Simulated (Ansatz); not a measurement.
Al (fcc, Cu type), conventional cell a = 3.991 Å, b = 3.991 Å, c = 3.991 Å, α = 90.00°, β = 90.00°, γ = 90.00°. The calculation uses the primitive cell of 1 atom, to which meshes and values per cell refer.

Equation-of-state scan: isotropic scaling of the cell above, V₀ being its volume. Symmetry pins the atoms to their sites.

All values below come from r2SCAN (plane waves to 500 eV, PAW, scalar-relativistic; Ansatz, a quantum-chemistry and plane-wave program). k mesh 20×20×20 (Γ-centred), Fermi-Dirac smearing 0.05 eV. The energy includes the smearing's −TS. Al was relaxed with its symmetry unable to fall. The PAW data are Ansatz's earlier set. ΔE is measured from the relaxed starting cell.

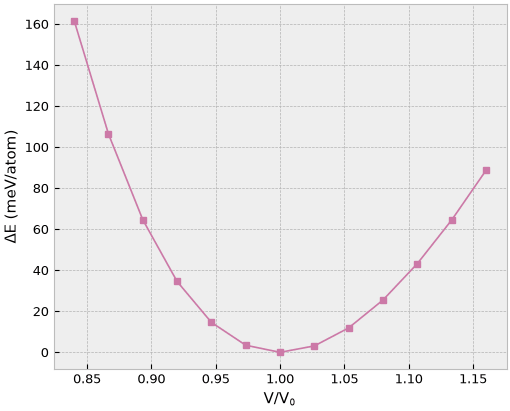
Figure: ΔE (meV/atom) against V/V₀; one marker a computed point.

Problem. What is ΔE at V/V₀ = 0.840?

Solution. About 160 meV/atom.

Problem. What is ΔE at V/V₀ = 1.160?

Solution. About 89 meV/atom.

Problem. What bulk modulus B₀ follows from a third-order Birch-Murnaghan fit?

Solution. About 92 GPa.

(A scan under strain: stresses follow from slopes of the energy per volume, elastic moduli from its curvatures.)
